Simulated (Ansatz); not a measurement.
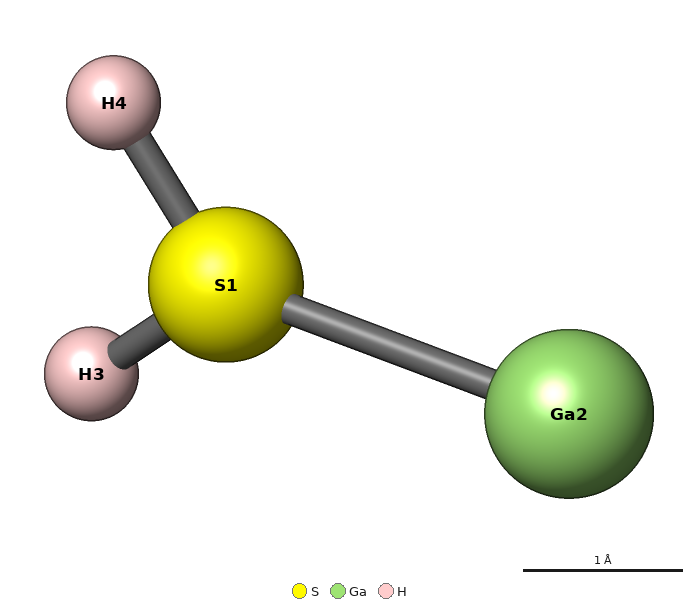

The view is orthographic, and the bar gives the scale. Charge 0, doublet. Computed geometry: PBE0-D4/def2-TZVP optimisation. No frequency run is at hand to confirm it as a minimum.

Reconstruct the coordinates (Å) as seen: x to the right, y up, z towards the viewer, origin at the mean of the atomic positions.

```xyz
4
GaH2S
S   -0.15   0.06  -0.08
Ga   2.02  -0.76   1.07
H   -1.00  -0.51  -0.97
H   -0.86   1.21  -0.01
```
